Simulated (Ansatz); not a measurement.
**Run report: CH₇NSi, geometry relaxation (part 2 of 2)**

Continued. System: CH₇NSi. Method: RKS PBE0-D4/def2-TZVP (Ansatz 0.2.0). The geometry is a transition state displaced along its imaginary mode. The reaction was set up to form N2–H4 and to break Si1–N2 and C3–H4 (atoms counted from 1 in the order of the input); sticks are drawn by distance alone.

Geometry of the input (Å):
```
Si -0.7413  0.1284  0.3463
N  0.7949  1.0320  0.2794
C  -0.0217  -1.2184  -0.6641
H  0.9205  -0.2628  -0.4820
H  -1.7988  1.0002  -0.2467
H  -1.0636  -0.1275  1.7827
H  0.8509  1.8834  -0.2671
H  1.3634  1.1337  1.1133
H  0.1229  -2.1962  -0.1883
H  -0.4269  -1.3729  -1.6734
```

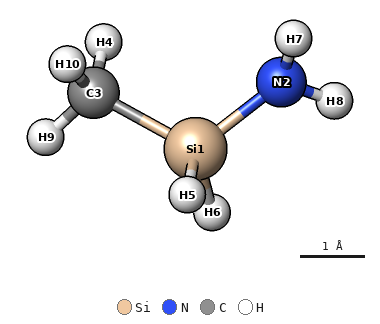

**Figure 1.** The geometry at step 12 of the log (ball-and-stick view, seen on its broad side; atoms are numbered from 1 in the order of the input).

### Trajectory as extended XYZ, continued
```
10
Properties=species:S:1:pos:R:3:forces:R:3 step=4 energy=-10514.18028
Si   -0.6596    0.1902    0.3481    0.3930   0.7424   0.2708
N     0.8201    1.1602    0.3381   -0.6819   0.1340   0.4190
C    -0.0296   -1.2104   -0.6574   -0.4282  -0.6873  -0.2197
H     0.9297   -0.7228   -0.7309    0.7423  -0.4750  -0.5385
H    -1.7973    0.9460   -0.2524    0.0934  -0.0101  -0.0660
H    -1.0600   -0.1580    1.7424    0.1067  -0.0276  -0.0265
H     0.8284    2.0210   -0.1763   -0.0457   0.2800  -0.0634
H     1.3326    1.2744    1.1951    0.0118   0.0864   0.1766
H     0.0907   -2.1711   -0.1484   -0.1643   0.0722  -0.1462
H    -0.4550   -1.3295   -1.6582   -0.0270  -0.1150   0.1939
10
Properties=species:S:1:pos:R:3:forces:R:3 step=5 energy=-10514.42354
Si   -0.6121    0.1990    0.3373    0.2945   0.4432   0.1222
N     0.7999    1.2211    0.3773   -0.2045   0.2937   0.2620
C    -0.0157   -1.2374   -0.6770   -0.3066  -0.2500  -0.0140
H     0.9975   -0.8796   -0.8348    0.3080  -0.2957  -0.2750
H    -1.7474    0.9565   -0.2633    0.0139  -0.0909  -0.0981
H    -1.0065   -0.1461    1.7333    0.0437  -0.1215  -0.0391
H     0.7843    2.0927   -0.1268   -0.0222   0.0503   0.0114
H     1.2862    1.3448    1.2509   -0.0185   0.0314   0.0288
H     0.0211   -2.1940   -0.1522   -0.0817   0.0073  -0.0687
H    -0.5073   -1.3570   -1.6445   -0.0265  -0.0679   0.0704
10
Properties=species:S:1:pos:R:3:forces:R:3 step=6 energy=-10514.56208
Si   -0.5391    0.2168    0.3195    0.0640   0.1872   0.0919
N     0.7883    1.3263    0.4406   -0.1547   0.0382   0.0592
C    -0.0202   -1.2670   -0.6913   -0.1244   0.0006   0.0265
H     1.0176   -1.0514   -0.9354    0.2116  -0.1702  -0.1664
H    -1.6958    0.9136   -0.3135    0.0248  -0.0090  -0.0350
H    -0.9443   -0.1955    1.6939    0.0365  -0.0170  -0.0012
H     0.7710    2.1919   -0.0741   -0.0111  -0.0405   0.0215
H     1.2649    1.4466    1.3194   -0.0246  -0.0074  -0.0174
H    -0.0599   -2.2077   -0.1365   -0.0359   0.0452  -0.0475
H    -0.5822   -1.3737   -1.6226    0.0138  -0.0272   0.0684
10
Properties=species:S:1:pos:R:3:forces:R:3 step=7 energy=-10514.57298
Si   -0.5143    0.2270    0.3187    0.2846   0.0206  -0.0977
N     0.7590    1.3731    0.4781   -0.0262   0.1186   0.0706
C     0.0159   -1.2583   -0.7011   -0.0777  -0.1306  -0.0490
H     1.0602   -1.2162   -1.0404   -0.2271   0.1641   0.1790
H    -1.6758    0.8967   -0.3344   -0.0074  -0.0437  -0.0131
H    -0.9177   -0.2163    1.6839   -0.0013  -0.0279  -0.0208
H     0.7545    2.2230   -0.0599    0.0389   0.0051   0.0547
H     1.2413    1.4835    1.3534    0.0094   0.0577  -0.0270
H    -0.1053   -2.1702   -0.1103   -0.0075  -0.0649  -0.0856
H    -0.6176   -1.3426   -1.5880    0.0144  -0.0989  -0.0109
10
Properties=species:S:1:pos:R:3:forces:R:3 step=8 energy=-10514.60118
Si   -0.4890    0.2150    0.3381   -0.0904  -0.1268  -0.0429
N     0.7377    1.4026    0.4822    0.1876   0.1539   0.1286
C    -0.0051   -1.2587   -0.7225   -0.0940   0.0436   0.0432
H     1.0697   -1.2688   -0.9075    0.0602   0.0086   0.0308
H    -1.7387    0.8050   -0.2167   -0.0494   0.0161  -0.0638
H    -0.7859   -0.2424    1.7204    0.0537  -0.0201   0.0757
H     0.8809    2.1445   -0.1815   -0.0233  -0.0512  -0.0059
H     1.1147    1.6348    1.3867   -0.0419  -0.0073  -0.0955
H    -0.2680   -2.1897   -0.2115   -0.0133   0.0083  -0.0711
H    -0.5163   -1.2423   -1.6876    0.0107  -0.0251   0.0008
10
Properties=species:S:1:pos:R:3:forces:R:3 step=9 energy=-10514.55318 accepted=F
Si   -0.4783    0.2011    0.3666   -0.4242  -0.1852   0.0539
N     0.7150    1.4229    0.4822    0.7576   1.1136  -0.5129
C    -0.0227   -1.2502   -0.7383    0.2695  -0.1940  -0.3095
H     1.0880   -1.3232   -0.7721   -0.6514  -0.1153  -0.0423
H    -1.8050    0.7185   -0.1164    0.1274  -0.0256   0.0689
H    -0.6491   -0.2697    1.7745    0.0086   0.0265  -0.0785
H     0.9963    2.0521   -0.3009   -0.4305  -0.9074   1.2598
H     0.9936    1.7752    1.4025   -0.1999  -0.1894  -0.8423
H    -0.4302   -2.1988   -0.3194    0.2456   0.5789  -0.3041
H    -0.4075   -1.1282   -1.7787    0.2974  -0.1021   0.7070
10
Properties=species:S:1:pos:R:3:forces:R:3 step=10 energy=-10514.61523
Si   -0.4914    0.2066    0.3547   -0.0223  -0.0532  -0.0175
N     0.7326    1.4043    0.4741    0.0610   0.0262   0.0011
C    -0.0080   -1.2496   -0.7255    0.0294   0.0096   0.0089
H     1.0792   -1.3063   -0.8359   -0.0593   0.0114   0.0420
H    -1.7671    0.7719   -0.1776   -0.0116  -0.0124   0.0081
H    -0.7262   -0.2511    1.7521    0.0181  -0.0072   0.0003
H     0.9018    2.1050   -0.2258   -0.0113  -0.0082  -0.0285
H     1.0758    1.6850    1.3751   -0.0004   0.0348   0.0242
H    -0.3465   -2.1838   -0.2686   -0.0268  -0.0018  -0.0515
H    -0.4503   -1.1822   -1.7225    0.0231   0.0007   0.0130
10
Properties=species:S:1:pos:R:3:forces:R:3 step=11 energy=-10514.62741
Si   -0.4893    0.1977    0.3693   -0.0298   0.0110   0.0309
N     0.7318    1.4049    0.4628    0.0621   0.0498   0.0150
C    -0.0099   -1.2435   -0.7281    0.0453  -0.1165  -0.0721
H     1.0829   -1.3434   -0.7619   -0.1840  -0.0096   0.0153
H    -1.7928    0.7400   -0.1284    0.0309  -0.0283   0.0335
H    -0.6765   -0.2600    1.7767    0.0123  -0.0012  -0.0509
H     0.9194    2.0703   -0.2697   -0.0276  -0.0634   0.0630
H     1.0386    1.7374    1.3626   -0.0446   0.0085  -0.1064
H    -0.4235   -2.1801   -0.3284    0.0425   0.1582  -0.1075
H    -0.3806   -1.1234   -1.7548    0.0930  -0.0086   0.1793
10
Properties=species:S:1:pos:R:3:forces:R:3 step=12 energy=-10514.63604
Si   -0.4787    0.1855    0.3931   -0.0568   0.0088   0.0309
N     0.7320    1.4084    0.4472    0.1094   0.1348   0.0738
C    -0.0109   -1.2380   -0.7290    0.0835  -0.3089  -0.2126
H     1.0787   -1.4177   -0.6632   -0.4500   0.0092  -0.0556
H    -1.8126    0.6996   -0.0591    0.0502  -0.0417   0.0564
H    -0.6060   -0.2851    1.8047   -0.0003   0.0274  -0.0782
H     0.9284    2.0291   -0.3256   -0.0569  -0.1241   0.1862
H     0.9818    1.8199    1.3373   -0.0806  -0.0674  -0.2928
H    -0.5370   -2.1652   -0.4194    0.2367   0.4512  -0.1771
H    -0.2757   -1.0368   -1.7859    0.1648  -0.0894   0.4691
10
Properties=species:S:1:pos:R:3:forces:R:3 step=13 energy=-10514.67015
Si   -0.4582    0.1713    0.4248    0.0978  -0.3089  -0.0867
N     0.7667    1.3777    0.4252    0.0510   0.1603   0.0271
C    -0.0022   -1.2288   -0.7312   -0.0782   0.1518   0.1080
H     1.0302   -1.5413   -0.5613   -0.0102  -0.0081   0.0107
H    -1.8166    0.6632    0.0618   -0.1000   0.0235  -0.0439
H    -0.5178   -0.3193    1.8234   -0.0265  -0.0153   0.1037
H     0.9104    1.9633   -0.3818    0.0133  -0.0137  -0.0485
H     0.8550    1.9262    1.2652    0.0532   0.0598   0.0318
H    -0.6602   -2.0826   -0.5496   -0.0025  -0.0141  -0.0726
H    -0.1071   -0.9299   -1.7765    0.0021  -0.0355  -0.0295
10
Properties=species:S:1:pos:R:3:forces:R:3 step=14 energy=-10514.63840 accepted=F
Si   -0.4459    0.1460    0.4527   -0.3368   0.4143  -0.1226
N     0.6630    1.4568    0.4356   -0.0857  -0.4529  -0.4739
C    -0.0130   -1.2149   -0.7332    0.3257  -0.2255   0.0993
H     0.9985   -1.5660   -0.5238    0.0811  -0.1314  -0.1004
H    -1.8172    0.5512    0.0359   -0.1540   0.1128   0.0931
H    -0.5185   -0.2856    1.8716    0.0746  -0.1330   0.0112
H     0.9142    1.9550   -0.3963    0.0033   0.0667  -0.1535
H     0.9779    1.9209    1.2534    0.1219   0.2139   0.5497
H    -0.6979   -2.0585   -0.6159   -0.0357   0.0099   0.0450
H    -0.0611   -0.9050   -1.7798    0.0056   0.1251   0.0521
10
Properties=species:S:1:pos:R:3:forces:R:3 step=15 energy=-10514.67816
Si   -0.4594    0.1604    0.4450    0.0710  -0.1841  -0.0312
N     0.7572    1.3774    0.4253    0.0435   0.1299  -0.0186
C    -0.0006   -1.2195   -0.7285   -0.0537   0.0814   0.0575
H     1.0171   -1.5651   -0.5345   -0.0076   0.0079  -0.0043
H    -1.8278    0.6407    0.0939   -0.0665   0.0112  -0.0294
H    -0.5072   -0.3288    1.8466   -0.0158  -0.0139   0.0639
H     0.9232    1.9141   -0.4123    0.0064  -0.0256   0.0041
H     0.8426    1.9689    1.2364    0.0195   0.0252   0.0096
H    -0.6827   -2.0648   -0.6047   -0.0112   0.0076  -0.0457
H    -0.0622   -0.8833   -1.7670    0.0144  -0.0396  -0.0059
10
Properties=species:S:1:pos:R:3:forces:R:3 step=16 energy=-10514.68218
Si   -0.4539    0.1471    0.4717   -0.0094  -0.0248  -0.0246
N     0.7445    1.3852    0.4222    0.0381   0.1455   0.0152
C     0.0003   -1.2090   -0.7253   -0.0166  -0.0731  -0.0701
H     0.9921   -1.6108   -0.4946   -0.0868   0.0143  -0.0329
H    -1.8392    0.6026    0.1362   -0.0067   0.0105   0.0109
H    -0.4815   -0.3473    1.8749    0.0030   0.0032   0.0096
H     0.9340    1.8632   -0.4474   -0.0165  -0.0481   0.0926
H     0.8219    2.0275    1.1986   -0.0207  -0.0922  -0.1102
H    -0.7307   -2.0268   -0.6807    0.1091   0.1161  -0.0075
H     0.0127   -0.8318   -1.7556    0.0066  -0.0514   0.1171
10
Properties=species:S:1:pos:R:3:forces:R:3 step=17 energy=-10514.68344
Si   -0.4529    0.1457    0.4708    0.0324   0.0266   0.0242
N     0.7421    1.3896    0.4196   -0.0472  -0.0839   0.0020
C     0.0005   -1.2094   -0.7265    0.0113   0.0012   0.0019
H     0.9823   -1.6255   -0.4905   -0.0069   0.0017   0.0009
H    -1.8427    0.5986    0.1470    0.0087  -0.0012   0.0010
H    -0.4687   -0.3440    1.8775   -0.0081  -0.0013  -0.0186
H     0.9399    1.8614   -0.4480    0.0035   0.0233  -0.0136
H     0.8079    2.0292    1.1942    0.0110   0.0352   0.0074
H    -0.7368   -2.0155   -0.6923   -0.0021   0.0006  -0.0039
H     0.0287   -0.8301   -1.7517   -0.0026  -0.0023  -0.0014
10
Properties=species:S:1:pos:R:3:forces:R:3 step=18 energy=-10514.68350
Si   -0.4509    0.1439    0.4755   -0.0115   0.0129  -0.0371
N     0.7425    1.3871    0.4192    0.0179   0.0283   0.0244
C     0.0016   -1.2082   -0.7256   -0.0119  -0.0050  -0.0030
H     0.9811   -1.6277   -0.4874    0.0047  -0.0047  -0.0014
H    -1.8384    0.6020    0.1514   -0.0065  -0.0069   0.0009
H    -0.4738   -0.3536    1.8776    0.0126   0.0048   0.0112
H     0.9352    1.8592   -0.4504   -0.0078  -0.0220  -0.0096
H     0.8081    2.0370    1.1866   -0.0048  -0.0147   0.0061
H    -0.7383   -2.0124   -0.6966    0.0037   0.0026   0.0034
H     0.0331   -0.8274   -1.7502    0.0036   0.0047   0.0052
10
Properties=species:S:1:pos:R:3:forces:R:3 step=19 energy=-10514.68366
Si   -0.4516    0.1444    0.4748    0.0029   0.0028   0.0025
N     0.7418    1.3879    0.4199   -0.0023  -0.0033  -0.0002
C     0.0014   -1.2081   -0.7258    0.0011   0.0024   0.0004
H     0.9794   -1.6305   -0.4863    0.0002   0.0002   0.0002
H    -1.8413    0.5979    0.1529   -0.0003  -0.0005  -0.0009
H    -0.4691   -0.3498    1.8788    0.0002  -0.0008   0.0006
H     0.9369    1.8550   -0.4516    0.0007   0.0000  -0.0014
H     0.8062    2.0379    1.1870   -0.0013  -0.0009  -0.0001
H    -0.7404   -2.0104   -0.7002   -0.0016   0.0005   0.0006
H     0.0370   -0.8244   -1.7492    0.0004  -0.0004  -0.0016
```

### Key numbers

```csv
quantity,value
outcome,converged
total energy,−10514.6837 eV
mean-field energy,−10514.5540 eV
dispersion energy,−0.1297 eV
SCF solution under orbital rotations,stable
largest force (length of the vector) at the end,0.005 eV/Å
dipole moment,1.04 D
hardware,"2 threads of Arm Neoverse V2, 23 GiB of memory available, shared host"
wall time,42 s (CPU time 79 s)
peak memory,0.24 GiB
```
